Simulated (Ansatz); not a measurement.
# [InF4]-: a spread of methods and bases

How do the results and run time of [InF4]- respond when the settings are drawn wide?

The runs use Ansatz 0.2.0, Gaussian basis; the settings change from run to run.

1 further run of the same task is left out (set aside as unsound or not needed). Runs told in other sessions of the task aren't counted.

## 1. The relaxed structure

An earlier PBE0-D4/def2-SVPD relaxation fixed the geometry. In takes a core potential in def2 sets; no spin-orbit term is included.

5 atoms, charge -1, spin multiplicity 1.

Atoms are counted from 1 here; the program's logs count them from 0.

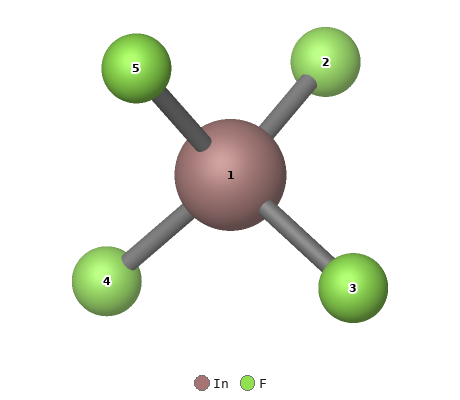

The structure; indium brown, fluorine green; atoms are numbered from 1 in the order of the file.

## 2. HSE06/def2-SVP

Set apart from the defaults: atoms shaken by 0.15 Å, a grid of angular degree 23, D3(BJ) dispersion, relativity set to none, high accuracy.

in.yaml

```yaml
crystal:
  periodic: [false, false, false]
  atoms:
    - {symbol: In, position_ang: [-0.198915, -0.035318, 0.078987]}
    - {symbol: F, position_ang: [-0.057356, -0.295805, 2.103924]}
    - {symbol: F, position_ang: [1.754724, -0.162784, -0.359424]}
    - {symbol: F, position_ang: [-0.909651, 1.712789, -0.592561]}
    - {symbol: F, position_ang: [-0.986216, -1.570163, -1.020053]}
basis:
  gaussian: {orbitals: def2-SVP, final_grid: {core_spheres: 8, valence_spheres: 7, degree: 23}}
total_charge: -1
hamiltonian: {xc: {name: HSE06}, dispersion: d3bj, pseudopotentials: {relativity: none}}
accuracy: high
scf: {omitted_lower_state_checks: [starts]}
output: {forces: true}
```

Started as:

```bash
ansatz run in.yaml --threads 4 --pin off --events-out ev --progress --plain --max-ram 3916MiB
```

Log (excerpt; [...] marks lines left out):

```text
Functional definition: HSE06
  name "HSE06"
  cite "Heyd, Scuseria & Ernzerhof, J. Chem. Phys. 118, 8207 (2003) doi:10.1063/1.1564060"
  cite "Krukau, Vydrov, Izmaylov & Scuseria, J. Chem. Phys. 125, 224106 (2006) doi:10.1063/1.2404663"
  cite "Heyd & Scuseria, J. Chem. Phys. 120, 7274 (2004) doi:10.1063/1.1668634"
  cite "Ernzerhof & Perdew, J. Chem. Phys. 109, 3313 (1998) doi:10.1063/1.476928"
  cite "Perdew, Burke & Ernzerhof, Phys. Rev. Lett. 77, 3865 (1996) doi:10.1103/PhysRevLett.77.3865"
  parent pbe
[...]
  # The whole range is PBE's own exchange, as in plane waves. The composition of these papers is wPBEh.
[...]
1720 factors; integrals over basis functions are off by at most 3.3e-9 eV
90 factors; integrals over basis functions are off by at most 1.2e-9 eV
[...]
mean field -16027.06109536 eV, -588.9836317224 hartree, gradient 5.2e-8 eV, S^2 0.000000; 0 other end points of the search recorded, 0 dependent functions left out
[...]
reference -16027.06110026 eV, -588.9836319024 hartree; 29, 29 occupied and 53, 53 virtual orbitals, 1720 factors
Total energy: -16027.10524917 eV, -588.9852543449 hartree
Atom 0 at    -0.198915    -0.035318     0.078987 Å, force     0.649516    -0.747927     0.050626 eV/Å
Atom 1 at    -0.057356    -0.295805     2.103924 Å, force    -0.472359     0.183365    -1.014148 eV/Å
Atom 2 at     1.754724    -0.162784    -0.359424 Å, force    -0.294567     0.143654    -0.029413 eV/Å
Atom 3 at    -0.909651     1.712789    -0.592561 Å, force    -0.010548    -0.384863     0.285500 eV/Å
Atom 4 at    -0.986216    -1.570163    -1.020053 Å, force     0.127957     0.805770     0.707434 eV/Å
Dipole moment:    -0.293632     0.099070     0.086480 e Å
Checks for a lower state left out: starts
```

Wall time 1.4 s (4 threads of Arm Neoverse V2, shared host).

Largest force 1.134 eV/Å.

## 3. rPW86-PBE/def2-TZVPD

This run has a grid of angular degree 11.

in.yaml

```yaml
crystal:
  periodic: [false, false, false]
  atoms:
    - {symbol: In, position_ang: [0.000038, -0.000051, -0.000096]}
    - {symbol: F, position_ang: [0.011195, -0.018217, 2.002068]}
    - {symbol: F, position_ang: [1.884204, 0.010754, -0.676951]}
    - {symbol: F, position_ang: [-0.951627, 1.638157, -0.647740]}
    - {symbol: F, position_ang: [-0.943809, -1.630654, -0.677281]}
basis:
  gaussian: {orbitals: def2-TZVPD, final_grid: {core_spheres: 5, valence_spheres: 4, degree: 11}}
total_charge: -1
hamiltonian: {xc: {name: rPW86-PBE}}
output: {forces: true}
```

The command is unchanged.

Log (excerpt; [...] marks lines left out):

```text
Functional definition: rPW86-PBE
  name "rPW86-PBE"
  cite "Murray, Lee & Langreth, J. Chem. Theory Comput. 5, 2754 (2009) doi:10.1021/ct900365q"
  cite "Perdew, Burke & Ernzerhof, Phys. Rev. Lett. 77, 3865 (1996) doi:10.1103/PhysRevLett.77.3865"
  parent pbe
[...]
1219 factors; their error is unknown
[...]
mean field -16075.82600626 eV, -590.7757091436 hartree, gradient 2.3e-5 eV, S^2 0.000000; 0 other end points of the search recorded, 0 dependent functions left out
[...]
reference -16075.82606624 eV, -590.7757113481 hartree; 29, 29 occupied and 187, 187 virtual orbitals, 1219 factors
Total energy: -16075.82606624 eV, -590.7757113481 hartree
Atom 0 at     0.000038    -0.000051    -0.000096 Å, force    -0.000957     0.001956     0.002816 eV/Å
Atom 1 at     0.011195    -0.018217     2.002068 Å, force     0.002935    -0.004724     0.521080 eV/Å
Atom 2 at     1.884204     0.010754    -0.676951 Å, force     0.493792     0.002844    -0.177357 eV/Å
Atom 3 at    -0.951627     1.638157    -0.647740 Å, force    -0.248302     0.427398    -0.168988 eV/Å
Atom 4 at    -0.943809    -1.630654    -0.677281 Å, force    -0.247469    -0.427474    -0.177550 eV/Å
Dipole moment:     0.000116    -0.000169    -0.000304 e Å
```

Run time: 1.7 s. Hardware: 4 threads of Arm Neoverse V2, shared host.

Largest force 0.525 eV/Å.

## 4. rPW86-PBE/x2c-TZVPPall

Set apart from the defaults: D3(BJ) dispersion.

in.yaml: that of step 3 with these lines changed.

```diff
@@ -9,5 +9,5 @@
 basis:
-  gaussian: {orbitals: def2-TZVPD, final_grid: {core_spheres: 5, valence_spheres: 4, degree: 11}}
+  gaussian: {orbitals: x2c-TZVPPall}
 total_charge: -1
-hamiltonian: {xc: {name: rPW86-PBE}}
-output: {forces: true}
+hamiltonian: {xc: {name: rPW86-PBE}, dispersion: d3bj}
+scf: {omitted_lower_state_checks: [starts]}
```

The command is unchanged.

Log:

```text
Functional definition: rPW86-PBE
  name "rPW86-PBE"
  cite "Murray, Lee & Langreth, J. Chem. Theory Comput. 5, 2754 (2009) doi:10.1021/ct900365q"
  cite "Perdew, Burke & Ernzerhof, Phys. Rev. Lett. 77, 3865 (1996) doi:10.1103/PhysRevLett.77.3865"
  parent pbe
  exchange = rpw86_x
  correlation = pbe_c
these checks for a lower state are left out or cut short: starts
1177 factors; their error is unknown
mean field evaluation 1: about -170975.7591 eV, gradient 3.2e1 eV
mean field evaluation 2: about -170967.7954 eV, gradient 8.2e1 eV
mean field evaluation 4: about -170977.4122 eV, gradient 1.5e0 eV
mean field evaluation 8: about -170977.4154 eV, gradient 5.1e-2 eV
mean field -170977.40832024 eV, -6283.3038631191 hartree, gradient 7.4e-5 eV, S^2 0.000000; 0 other end points of the search recorded, 0 dependent functions left out
reference -170977.40843529 eV, -6283.3038673469 hartree; 43, 43 occupied and 141, 141 virtual orbitals, 1177 factors
Total energy: -170977.46695947 eV, -6283.3060180708 hartree
Relativity: scalar
Checks for a lower state left out: starts
```

Wall time 2.6 s (4 threads of Arm Neoverse V2, shared host).

## 5. BLYP/def2-SVPD

Set apart from the defaults: atoms shaken by 0.15 Å, a grid of angular degree 11, relativity set to none.

in.yaml

```yaml
crystal:
  periodic: [false, false, false]
  atoms:
    - {symbol: In, position_ang: [-0.049909, 0.002207, -0.254031]}
    - {symbol: F, position_ang: [-0.120389, 0.128358, 1.963869]}
    - {symbol: F, position_ang: [1.773231, 0.069566, -0.632819]}
    - {symbol: F, position_ang: [-1.008248, 1.889648, -0.504980]}
    - {symbol: F, position_ang: [-1.142833, -1.618214, -0.827356]}
basis:
  gaussian: {orbitals: def2-SVPD, final_grid: {core_spheres: 5, valence_spheres: 4, degree: 11}}
total_charge: -1
hamiltonian: {xc: {name: BLYP}, pseudopotentials: {relativity: none}}
scf: {omitted_lower_state_checks: [starts]}
output: {forces: true}
```

Launched as before.

Log (excerpt; [...] marks lines left out):

```text
Functional definition: BLYP
  name "BLYP"
  cite "Becke, Phys. Rev. A 38, 3098 (1988) doi:10.1103/PhysRevA.38.3098"
  cite "Lee, Yang & Parr, Phys. Rev. B 37, 785 (1988) doi:10.1103/PhysRevB.37.785"
[...]
1093 factors; their error is unknown
[...]
mean field -16037.64065069 eV, -589.3724232095 hartree, gradient 5.3e-5 eV, S^2 0.000000; 0 other end points of the search recorded, 0 dependent functions left out
[...]
reference -16037.64109818 eV, -589.3724396545 hartree; 29, 29 occupied and 95, 95 virtual orbitals, 1093 factors
Total energy: -16037.64109818 eV, -589.3724396545 hartree
Atom 0 at    -0.049909     0.002207    -0.254031 Å, force    -4.226986     1.022178     2.791522 eV/Å
Atom 1 at    -0.120389     0.128358     1.963869 Å, force     0.017469    -0.290858    -1.556288 eV/Å
Atom 2 at     1.773231     0.069566    -0.632819 Å, force     3.859242     0.173058    -1.002065 eV/Å
Atom 3 at    -1.008248     1.889648    -0.504980 Å, force     0.427883    -0.957796    -0.175298 eV/Å
Atom 4 at    -1.142833    -1.618214    -0.827356 Å, force    -0.077608     0.053418    -0.057871 eV/Å
Dipole moment:     0.240601    -0.259598    -0.583777 e Å
Checks for a lower state left out: starts
```

It took 0.6 s on 4 threads of Arm Neoverse V2, shared host.

Largest force 5.168 eV/Å.

## 6. The runs in one table

```
                 level  charge  multiplicity  geometry  functions  energy (eV)   time
        HSE06/def2-SVP      -1             1    shaken         82   -16027.105  1.4 s
  rPW86-PBE/def2-TZVPD      -1             1   relaxed        216   -16075.826  1.7 s
rPW86-PBE/x2c-TZVPPall      -1             1   relaxed        184  -170977.467  2.6 s
        BLYP/def2-SVPD      -1             1    shaken        124   -16037.641  0.6 s
```

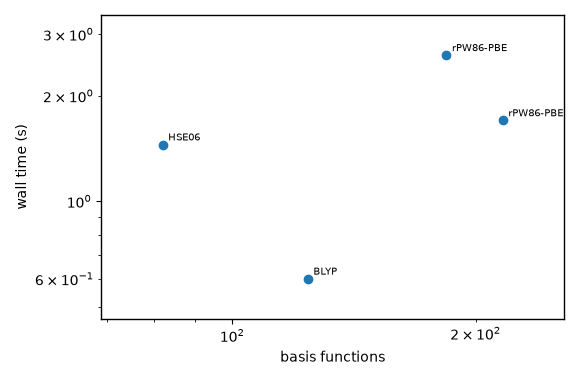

Wall time against the number of basis functions (shared host).

## 7. Summary of results

| quantity | value |
| --- | --- |
| runs | 4 |
| quickest | BLYP/def2-SVPD, 0.6 s |
| slowest | rPW86-PBE/x2c-TZVPPall, 2.6 s |
| spread of total energies, same state and geometry | 154901.6 eV |

What this shows: rPW86-PBE/x2c-TZVPPall took 4 times as long as BLYP/def2-SVPD. The jobs differ in tasks and options as well as level. Total energies at one charge and spin differ by 154902 eV between levels, so only differences within one level mean anything. Some of these runs are scalar-relativistic and others not, which shifts the totals of all-electron atoms past neon by several eV an atom and more; core potentials, where a basis has them, take the core out of the total altogether. At the PBE0-D4/def2-SVPD geometry and in the same state, the sound runs without point charges leave forces up to 0.52 eV/Å (rPW86-PBE/def2-TZVPD), against 5.2 eV/Å where the atoms were moved.
